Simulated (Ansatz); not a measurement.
**RuGe+ (quartet): from Hartree-Fock to the top rungs, def2-TZVPP**

Aim: climb from Hartree-Fock through coupled cluster and multireference methods for RuGe+ (quartet) at one geometry and basis, and see what each rung misses.

Method: def2-TZVPP, core rule «outside noble gas», up to 18 orbitals frozen; program: Ansatz 0.2.0, Gaussian basis.

Plan: UHF; CCSD(T) on ROHF; CCSD(T) on UHF; CCSDT(Q) on ROHF; CCSDT(Q) on UHF; CASSCF and MRCISD+Q, 11 electrons in 10 orbitals; CASSCF and NEVPT2, 11 electrons in 10 orbitals.

3 further runs of the same task are left out: 3 set aside as unsound or not needed.

## (1) What is computed

The geometry is a PBE0/def2-TZVP stationary point (not a proven minimum) of the parent state, kept for this charge and spin. No spin-orbit coupling is included. Elements past krypton take def2 core potentials. The filled d shell of Ge may be among the frozen orbitals whatever the setting's name suggests; the logs give the count.

2 atoms, charge 1, spin multiplicity 4.

Atoms are counted from 1 here; the program's logs count them from 0.

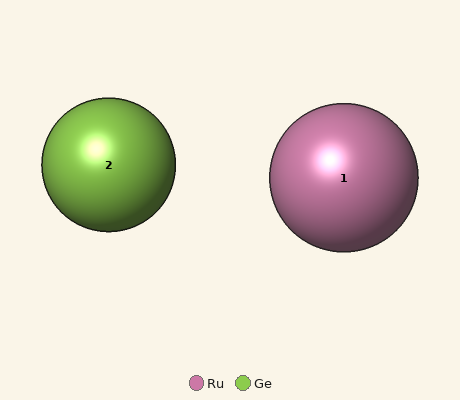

The geometry (ruthenium pink, germanium green); atoms are numbered from 1 in the order of the file.

In the tables R marks a restricted open-shell determinant and U an unrestricted one; 'valence' is the active space of 11 electrons in 10 orbitals; energies count from the table's Hartree-Fock row.

## (2) UHF

in.yaml

```yaml
crystal:
  periodic: [false, false, false]
  atoms:
    - {symbol: Ru, position_ang: [0.000000, 0.000000, 0.000000]}
    - {symbol: Ge, position_ang: [0.000000, 0.000000, 2.528800]}
basis:
  gaussian: {orbitals: def2-TZVPP}
total_charge: 1
magnetization: {spin_polarized: true, initial_magnetization: 3}
hamiltonian: {xc: hf}
output: {orbitals: {seedname: orbitals}}
```

On the command line:

```sh
$ ansatz run in.yaml --threads 1 --pin off --events-out ev --progress --plain --max-ram 4096MiB --backend cpu
```

Log (excerpt; [...] marks lines left out):

```text
Functional definition: HF
  name "HF"
  cite "Fock, Z. Phys. 61, 126 (1930) doi:10.1007/BF01340294"
  parent pbe
[...]
927 factors; their error is unknown
[...]
mean field -59028.25902562 eV, -2169.2485084004 hartree, gradient 4.5e-6 eV, S^2 4.484091; 23 other end points of the search recorded, 0 dependent functions left out
reference -59028.25902562 eV, -2169.2485084004 hartree; 25, 22 occupied and 79, 82 virtual orbitals, 927 factors
Total energy: -59028.25902562 eV, -2169.2485084004 hartree
```

Run time: 54 s. Hardware: 1 thread of AMD EPYC 7R13, shared host; peak memory 0.35 GiB.

From the report: ⟨S²⟩ of the determinant 4.484 (pure quartet: 3.75). The determinant is far from a pure spin state, so its energy mixes those of several spin states (harmless only where they are near-degenerate, as at dissociation).

## (3) CCSD(T) on ROHF

in.yaml, as its differences from that of step 2:

```diff
@@ -8,4 +8,3 @@
 total_charge: 1
-magnetization: {spin_polarized: true, initial_magnetization: 3}
-hamiltonian: {xc: hf}
-output: {orbitals: {seedname: orbitals}}
+magnetization: {spin_polarized: false, initial_magnetization: 3}
+correlation: {method: ccsd_t, electrons: outside_noble_gas}
```

On the command line:

```sh
$ ansatz run in.yaml --threads 2 --pin off --events-out ev --progress --plain --max-ram 24576MiB --backend cuda --devices 0, --max-vram 18GiB
```

Log (excerpt; [...] marks lines left out):

```text
Functional definition: HF
  name "HF"
  cite "Fock, Z. Phys. 61, 126 (1930) doi:10.1007/BF01340294"
  parent pbe
[...]
719 factors; integrals over basis functions are off by at most 1.3e-3 eV
[...]
mean field -59027.70586951 eV, -2169.2281802882 hartree, gradient 2.6e-6 eV, S^2 3.750000; 31 other end points of the search recorded, 0 dependent functions left out
[...]
determinant -59027.70586951 eV, -2169.2281802882 hartree, with singles and doubles -59035.80889429 eV, -2169.5259609567 hartree
determinant -59027.67404030 eV, -2169.2270105867 hartree, with singles and doubles -59035.86388916 eV, -2169.5279819807 hartree
determinant -59027.43950878 eV, -2169.2183917122 hartree, with singles and doubles -59035.31707122 eV, -2169.5078867923 hartree
determinant -59027.23471472 eV, -2169.2108656693 hartree, with singles and doubles -59035.25403496 eV, -2169.5055702523 hartree
[...]
determinant -59027.70586951 eV, -2169.2281802882 hartree, with singles and doubles -59035.79759146 eV, -2169.5255455855 hartree
determinant -59027.67404030 eV, -2169.2270105867 hartree, with singles and doubles -59035.82154431 eV, -2169.5264258365 hartree
determinant -59027.43950878 eV, -2169.2183917122 hartree, with singles and doubles -59035.29365671 eV, -2169.5070263247 hartree
unrestricted determinant -59028.25990694 eV, -2169.2485407885 hartree, S^2 4.4841
18 core orbitals not correlated: weight in the atoms' cores, before any rotation towards them, 1.000 or more for the frozen orbitals, at most 0.000 for the correlated occupied ones
reference -59027.67404030 eV, -2169.2270105867 hartree; 7, 4 occupied and 79, 82 virtual orbitals, 719 factors
second order -7.36348388 eV of doubles, -0.05878388 eV of singles
cycle   1  -8.14750770 eV  change   -3.7e-6 eV  update   5.6e-6
perturbative correction -0.54133102 eV, -0.0198935479 hartree
Total energy: -59036.36287902 eV, -2169.5463195198 hartree
```

It took 47 s on 1 × H100 (card shared with other runs) with 2 threads of AMD EPYC 7R13, shared host; peak host memory 0.83 GiB.

From the report: correlation -8.6888 eV; T1 0.097; largest double amplitude 0.07.

## (4) CCSD(T) on UHF

in.yaml, as its differences from that of step 3:

```diff
@@ -8,3 +8,3 @@
 total_charge: 1
-magnetization: {spin_polarized: false, initial_magnetization: 3}
+magnetization: {spin_polarized: true, initial_magnetization: 3}
 correlation: {method: ccsd_t, electrons: outside_noble_gas}
```

Same command.

Log (excerpt; [...] marks lines left out):

```text
Functional definition: HF
  name "HF"
  cite "Fock, Z. Phys. 61, 126 (1930) doi:10.1007/BF01340294"
  parent pbe
[...]
719 factors; integrals over basis functions are off by at most 1.3e-3 eV
[...]
mean field -59028.25990694 eV, -2169.2485407885 hartree, gradient 2.5e-6 eV, S^2 4.484087; 48 other end points of the search recorded, 0 dependent functions left out
determinant -59028.25990694 eV, -2169.2485407885 hartree, with singles and doubles -59035.70080642 eV, -2169.5219888007 hartree
determinant -59028.04184420 eV, -2169.2405271307 hartree, with singles and doubles -59035.21923587 eV, -2169.5042914095 hartree
determinant -59028.04119637 eV, -2169.2405033231 hartree, with singles and doubles -59035.27991208 eV, -2169.5065212192 hartree
determinant -59028.03500796 eV, -2169.2402759035 hartree, with singles and doubles -59035.28175366 eV, -2169.5065888958 hartree
[...]
determinant -59027.96894794 eV, -2169.2378482425 hartree, with singles and doubles -59035.76650393 eV, -2169.5244031396 hartree
determinant -59027.96789585 eV, -2169.2378095789 hartree, with singles and doubles -59035.88580138 eV, -2169.5287872400 hartree
determinant -59027.82858074 eV, -2169.2326898428 hartree, with singles and doubles -59035.84175704 eV, -2169.5271686406 hartree
determinant -59027.71896545 eV, -2169.2286615552 hartree, with singles and doubles -59035.39403646 eV, -2169.5107152127 hartree
[...]
18 core orbitals not correlated: weight in the atoms' cores, before any rotation towards them, 0.999 or more for the frozen orbitals, at most 0.000 for the correlated occupied ones
reference -59027.96789585 eV, -2169.2378095789 hartree; 7, 4 occupied and 79, 82 virtual orbitals, 719 factors
second order -7.35694273 eV of doubles, -0.00000000 eV of singles
cycle   1  -7.91790404 eV  change    1.5e-6 eV  update   3.0e-6
perturbative correction -0.52398023 eV, -0.0192559182 hartree
Total energy: -59036.40978012 eV, -2169.5480431035 hartree
```

It took 28 s on 1 × H100 (card shared with other runs) with 2 threads of AMD EPYC 7R13, shared host; peak host memory 0.86 GiB.

From the report: ⟨S²⟩ of the determinant 3.854 (pure quartet: 3.75); correlation -8.4419 eV; T1 0.075; largest double amplitude 0.06.

## (5) CCSDT(Q) on ROHF

in.yaml, as its differences from that of step 4:

```diff
@@ -8,3 +8,3 @@
 total_charge: 1
-magnetization: {spin_polarized: true, initial_magnetization: 3}
-correlation: {method: ccsd_t, electrons: outside_noble_gas}
+magnetization: {spin_polarized: false, initial_magnetization: 3}
+correlation: {method: ccsdt_q, electrons: outside_noble_gas}
```

The command is unchanged.

Log (excerpt; [...] marks lines left out):

```text
Functional definition: HF
  name "HF"
  cite "Fock, Z. Phys. 61, 126 (1930) doi:10.1007/BF01340294"
  parent pbe
[...]
1207 factors; integrals over basis functions are off by at most 1.7e-7 eV
[...]
mean field -59027.70588602 eV, -2169.2281808951 hartree, gradient 2.1e-6 eV, S^2 3.750000; 31 other end points of the search recorded, 0 dependent functions left out
[...]
determinant -59027.70588602 eV, -2169.2281808951 hartree, with singles and doubles -59035.80822786 eV, -2169.5259364658 hartree
determinant -59027.67405711 eV, -2169.2270112042 hartree, with singles and doubles -59035.86294583 eV, -2169.5279473140 hartree
determinant -59027.43952587 eV, -2169.2183923401 hartree, with singles and doubles -59035.31269295 eV, -2169.5077258937 hartree
determinant -59027.23473138 eV, -2169.2108662814 hartree, with singles and doubles -59035.26005533 eV, -2169.5057914968 hartree
[...]
determinant -59024.63347007 eV, -2169.1152716914 hartree, with singles and doubles -59032.25751823 eV, -2169.3954502937 hartree
determinant -59027.70588602 eV, -2169.2281808951 hartree, with singles and doubles -59035.79760249 eV, -2169.5255459905 hartree
determinant -59027.67405711 eV, -2169.2270112042 hartree, with singles and doubles -59035.82155598 eV, -2169.5264262650 hartree
[...]
unrestricted determinant -59028.25992701 eV, -2169.2485415262 hartree, S^2 4.4841
18 core orbitals not correlated: weight in the atoms' cores, before any rotation towards them, 1.000 or more for the frozen orbitals, at most 0.000 for the correlated occupied ones
reference -59027.67405711 eV, -2169.2270112042 hartree; 7, 4 occupied and 79, 82 virtual orbitals, 1207 factors
second order -7.36349730 eV of doubles, -0.05878378 eV of singles
cycle   1  -7.47340151 eV  change   -4.9e-2 eV  update   1.5e-1
[...]
cycle  37  -8.78847554 eV  change    3.3e-7 eV  update   9.4e-7
perturbative correction -0.09001685 eV, -0.0033080583 hartree
Total energy: -59036.55254950 eV, -2169.5532897816 hartree
```

Wall time 56 s (1 × H100 (card shared with other runs) with 2 threads of AMD EPYC 7R13, shared host); peak host memory 1.2 GiB.

From the report: correlation -8.8785 eV; T1 0.119; largest double amplitude 0.13.

## (6) CCSDT(Q) on UHF

in.yaml, as its differences from that of step 5:

```diff
@@ -8,3 +8,3 @@
 total_charge: 1
-magnetization: {spin_polarized: false, initial_magnetization: 3}
+magnetization: {spin_polarized: true, initial_magnetization: 3}
 correlation: {method: ccsdt_q, electrons: outside_noble_gas}
```

The command is unchanged.

Log (excerpt; [...] marks lines left out):

```text
Functional definition: HF
  name "HF"
  cite "Fock, Z. Phys. 61, 126 (1930) doi:10.1007/BF01340294"
  parent pbe
[...]
1207 factors; integrals over basis functions are off by at most 1.7e-7 eV
[...]
mean field -59028.25992701 eV, -2169.2485415262 hartree, gradient 2.7e-6 eV, S^2 4.484090; 48 other end points of the search recorded, 0 dependent functions left out
determinant -59028.25992701 eV, -2169.2485415262 hartree, with singles and doubles -59035.69957295 eV, -2169.5219434715 hartree
determinant -59028.04186730 eV, -2169.2405279796 hartree, with singles and doubles -59035.21888880 eV, -2169.5042786547 hartree
determinant -59028.04121725 eV, -2169.2405040906 hartree, with singles and doubles -59035.27981865 eV, -2169.5065177855 hartree
determinant -59028.03503002 eV, -2169.2402767140 hartree, with singles and doubles -59035.28434317 eV, -2169.5066840587 hartree
[...]
determinant -59027.96791258 eV, -2169.2378101937 hartree, with singles and doubles -59035.88581276 eV, -2169.5287876584 hartree
determinant -59027.82859816 eV, -2169.2326904831 hartree, with singles and doubles -59035.84178737 eV, -2169.5271697550 hartree
determinant -59027.71898246 eV, -2169.2286621805 hartree, with singles and doubles -59035.39405013 eV, -2169.5107157150 hartree
18 core orbitals not correlated: weight in the atoms' cores, before any rotation towards them, 0.999 or more for the frozen orbitals, at most 0.000 for the correlated occupied ones
reference -59027.96791258 eV, -2169.2378101937 hartree; 7, 4 occupied and 79, 82 virtual orbitals, 1207 factors
second order -7.35695432 eV of doubles, -0.00000000 eV of singles
cycle   1  -7.35805086 eV  change   -1.1e-3 eV  update   1.4e-1
[...]
cycle  33  -8.52897757 eV  change   -9.7e-8 eV  update   1.3e-6
perturbative correction -0.11183104 eV, -0.0041097149 hartree
Total energy: -59036.60872119 eV, -2169.5553540531 hartree
```

Run time: 42 s. Hardware: 1 × H100 (card shared with other runs) with 2 threads of AMD EPYC 7R13, shared host; peak host memory 1.1 GiB.

From the report: ⟨S²⟩ of the determinant 3.854 (pure quartet: 3.75); correlation -8.6408 eV; T1 0.094; largest double amplitude 0.11.

## (7) CASSCF and MRCISD+Q, 11 electrons in 10 orbitals

in.yaml

```yaml
crystal:
  periodic: [false, false, false]
  atoms:
    - {symbol: Ru, position_ang: [0.000000, 0.000000, 0.000000]}
    - {symbol: Ge, position_ang: [0.000000, 0.000000, 2.528800]}
basis:
  gaussian: {orbitals: def2-TZVPP}
total_charge: 1
magnetization: {spin_polarized: false, initial_magnetization: 3}
correlation: {method: fic_mrcisd_q, electrons: outside_noble_gas, active_space: {window: {electrons: 11, orbitals: 10}, shells: [{species: Ge, l: s, shell: 4}, {species: Ge, l: p, shell: 4}, {species: Ru, l: s, shell: 5}, {species: Ru, l: d, shell: 4}]}}
```

Same command.

Log (excerpt; [...] marks lines left out):

```text
Functional definition: HF
  name "HF"
  cite "Fock, Z. Phys. 61, 126 (1930) doi:10.1007/BF01340294"
  parent pbe
[...]
1207 factors; integrals over basis functions are off by at most 1.7e-7 eV
[...]
mean field -59027.70588602 eV, -2169.2281808951 hartree, gradient 2.1e-6 eV, S^2 3.750000; 19 other end points of the search recorded, 0 dependent functions left out
reference -59027.70588602 eV, -2169.2281808951 hartree; 25, 22 occupied and 79, 82 virtual orbitals, 1207 factors
state -59029.92435368 eV, -2169.3097080780 hartree
contracted CI cycle   1: correlation 0.00000000 eV, 0.0000000000 hartree, residual 2.47e1 eV
contracted CI cycle   2: correlation -5.75440003 eV, -0.2114703005 hartree, residual 3.46e0 eV
contracted CI cycle   3: correlation -5.91405153 eV, -0.2173373849 hartree, residual 8.11e-1 eV
contracted CI cycle   4: correlation -5.92354012 eV, -0.2176860844 hartree, residual 2.42e-1 eV
contracted CI cycle   5: correlation -5.92434863 eV, -0.2177157964 hartree, residual 6.57e-2 eV
contracted CI cycle   6: correlation -5.92440689 eV, -0.2177179376 hartree, residual 2.04e-2 eV
contracted CI cycle   7: correlation -5.92441224 eV, -0.2177181341 hartree, residual 6.14e-3 eV
contracted CI cycle   8: correlation -5.92441273 eV, -0.2177181520 hartree, residual 1.72e-3 eV
contracted CI cycle   9: correlation -5.92441276 eV, -0.2177181533 hartree, residual 4.65e-4 eV
state -59029.92435368 eV, -2169.3097080780 hartree; corrected -59036.35511326 eV, -2169.5460341336 hartree
Total energy: -59036.35511326 eV, -2169.5460341336 hartree
Checks for a lower state left out: starts, orbital_swaps
```

Run time: 11 s. Hardware: 1 × H100 (card shared with other runs) with 2 threads of AMD EPYC 7R13, shared host; peak host memory 0.92 GiB.

From the report: 6,352 determinants; active occupations 1.98, 1.89, 1.87, 1.87, 1.03, 1.01, 1.01, 0.13, 0.13, 0.08.

## (8) CASSCF and NEVPT2, 11 electrons in 10 orbitals

in.yaml

```yaml
crystal:
  periodic: [false, false, false]
  atoms:
    - {symbol: Ru, position_ang: [0.000000, 0.000000, 0.000000]}
    - {symbol: Ge, position_ang: [0.000000, 0.000000, 2.528800]}
basis:
  gaussian: {orbitals: def2-TZVPP}
total_charge: 1
magnetization: {spin_polarized: false, initial_magnetization: 3}
correlation: {method: sc_nevpt2, electrons: outside_noble_gas, active_space: {window: {electrons: 11, orbitals: 10}, shells: [{species: Ge, l: s, shell: 4}, {species: Ge, l: p, shell: 4}, {species: Ru, l: s, shell: 5}, {species: Ru, l: d, shell: 4}]}}
```

Launched as before.

Log (excerpt; [...] marks lines left out):

```text
Functional definition: HF
  name "HF"
  cite "Fock, Z. Phys. 61, 126 (1930) doi:10.1007/BF01340294"
  parent pbe
[...]
1207 factors; integrals over basis functions are off by at most 1.7e-7 eV
[...]
mean field -59027.70588602 eV, -2169.2281808951 hartree, gradient 2.1e-6 eV, S^2 3.750000; 19 other end points of the search recorded, 0 dependent functions left out
reference -59027.70588602 eV, -2169.2281808951 hartree; 25, 22 occupied and 79, 82 virtual orbitals, 1207 factors
state -59029.92435368 eV, -2169.3097080780 hartree
state -59029.92435368 eV, -2169.3097080780 hartree; corrected -59035.42384060 eV, -2169.5118104947 hartree
Total energy: -59035.42384060 eV, -2169.5118104947 hartree
Checks for a lower state left out: starts, orbital_swaps
```

Run time: 9.5 s. Hardware: 1 × H100 (card shared with other runs) with 2 threads of AMD EPYC 7R13, shared host; peak host memory 0.81 GiB.

From the report: 6,352 determinants; active occupations 1.98, 1.89, 1.87, 1.87, 1.03, 1.01, 1.01, 0.13, 0.13, 0.08.

## (9) Natural occupations

Natural occupations of the CASSCF valence state about the gap (report; correlated orbitals 3 to 10): 1.872, 1.872, 1.030, 1.013, 1.013, 0.127, 0.127, 0.082. The count of effectively unpaired electrons, Σ n²(2 − n)², is 3.30; a single determinant of this spin has 3.

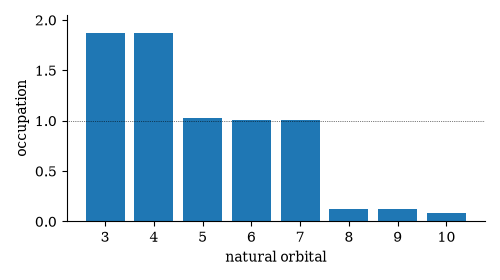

Natural occupations of the CASSCF valence state.

## (10) Misses and costs

No level here is safe as a reference; RCCSDT(Q) serves as a yardstick only. Rows without a time come out of other runs: HF, MP2 and CCSD of CCSD(T), CCSDT of CCSDT(Q), CASSCF and MRCISD of the multireference runs.

Differences are taken before rounding.

```csv
method,energy from the lowest RHF (kcal/mol),from RCCSDT(Q) (kcal/mol),time
RHF,0.00,+204.01,
RMP2,-170.43,+33.58,
UMP2,-175.70,+28.31,
RCCSD,-187.15,+16.86,
UCCSD,-188.63,+15.38,
RCCSD(T),-199.64,+4.37,47 s
UCCSD(T),-200.72,+3.29,28 s
RCCSDT,-201.93,+2.08,
UCCSDT,-202.73,+1.28,
RCCSDT(Q),-204.01,0,56 s
UCCSDT(Q),-205.30,-1.30,42 s
CASSCF valence,-51.16,+152.85,
NEVPT2 valence,-177.98,+26.03,9.5 s
MRCISD valence,-187.78,+16.23,
MRCISD+Q valence,-199.46,+4.55,11 s
```

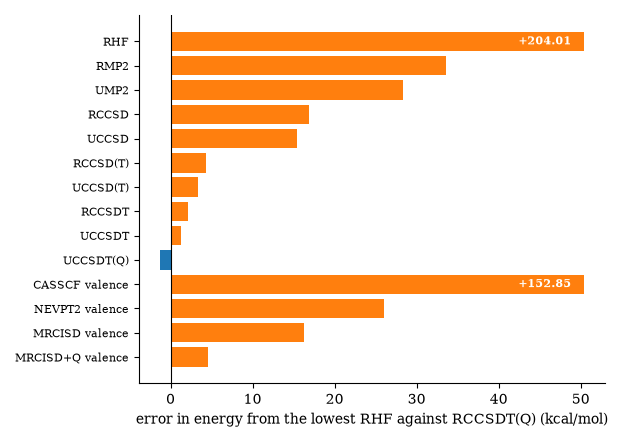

Error of each method against RCCSDT(Q). Bars with a number in them are cut short.

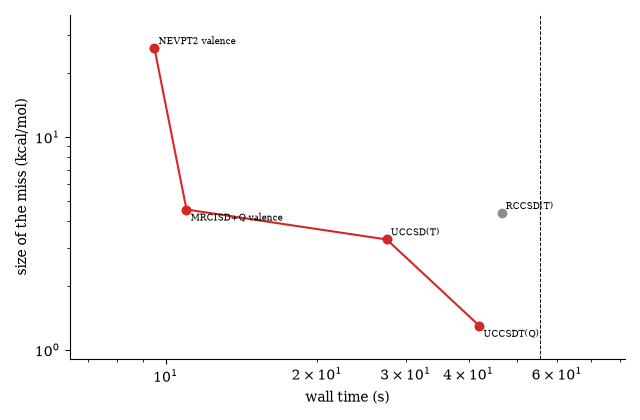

Accuracy for the time spent; red marks the levels that beat every quicker one drawn (of those quicker than the yardstick), and the dashed line is the time of RCCSDT(Q). Times are from a shared host.

Left out of the table: UHF (another determinant or state than the rows shown).

## (11) What came out

| quantity | value |
| --- | --- |
| RCCSDT(Q) below the RHF energy | -8.8467 eV |
| RMP2 from RCCSDT(Q) | +33.58 kcal/mol |
| UMP2 from RCCSDT(Q) | +28.31 kcal/mol |
| RCCSD from RCCSDT(Q) | +16.86 kcal/mol |
| RCCSD(T) from RCCSDT(Q) | +4.37 kcal/mol |
| UCCSD(T) from RCCSDT(Q) | +3.29 kcal/mol |
| UCCSDT(Q) from RCCSDT(Q) | -1.30 kcal/mol |
| NEVPT2 valence from RCCSDT(Q) | +26.03 kcal/mol |
| MRCISD+Q valence from RCCSDT(Q) | +4.55 kcal/mol |
| T1 diagnostic | 0.097 |
| effectively unpaired electrons | 3.30 |

In words: RCCSD(T) lands +4.37 kcal/mol from the yardstick (2.1 % of the correlation energy). CCSD(T) misses by +4.37 kcal/mol on the restricted determinant and by +3.29 kcal/mol on the unrestricted one; the two need not hold the same state or core. The occupations show some static correlation. Coupled cluster took another determinant than the lowest Hartree-Fock one. Warnings: spin contamination; coupled cluster took another determinant than the lowest; large T1 diagnostic.
